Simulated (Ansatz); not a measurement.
Band structure of Ti (P6_3/mmc, 2 atoms in the cell).

```
CELL_PARAMETERS angstrom
      1.47500    -2.55477     0.00000
      1.47500     2.55477     0.00000
      0.00000     0.00000     4.68000
ATOMIC_POSITIONS crystal
  Ti 0.33333 0.66667 0.25000
  Ti 0.66667 0.33333 0.75000
```

Level of theory: PBE, PAW files (plane waves; Ansatz, a program for electronic structure).

Settings: kpoints.mp_grid.grid = 13 13 7; hamiltonian.xc = pbe; hamiltonian.pseudopotentials = {kind: paw} (an earlier, softer set of the program's PAW files); scf.occupations.method = fermi_dirac; scf.occupations.width = 0.1 eV; kpoints.band_path.npoints = 8.

The starting cell has typed, rounded lattice constants, without a prior relaxation at this level. Spin polarisation is off.

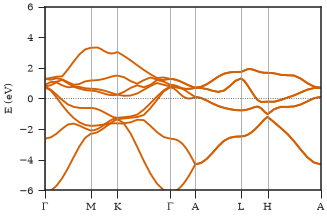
Figure. Bands along the path, energies from the Fermi level.

Levels in eV from the Fermi level, bands 9 to 15:
```json
[
 {"point": "Γ", "9": "-6.13", "10": "-2.63", "11": "0.73", "12": "0.79", "13": "0.79", "14": "0.90", "15": "1.28"},
 {"point": "M", "9": "-2.30", "10": "-2.09", "11": "-1.79", "12": "-0.62", "13": "0.51", "14": "0.64", "15": "1.18"},
 {"point": "K", "9": "-1.62", "10": "-1.35", "11": "-1.35", "12": "-1.26", "13": "0.25", "14": "0.25", "15": "1.49"},
 {"point": "A", "9": "-4.30", "10": "-4.30", "11": "0.11", "12": "0.11", "13": "0.70", "14": "0.70", "15": "0.70"},
 {"point": "L", "9": "-2.48", "10": "-2.48", "11": "-0.78", "12": "-0.78", "13": "1.31", "14": "1.31", "15": "1.74"},
 {"point": "H", "9": "-1.20", "10": "-1.20", "11": "-1.03", "12": "-1.03", "13": "-0.21", "14": "-0.21", "15": "1.68"}
]
```

Bands cross the Fermi level along this path, so the cell is metallic at this level.

Keys are those of Ansatz 0.2.
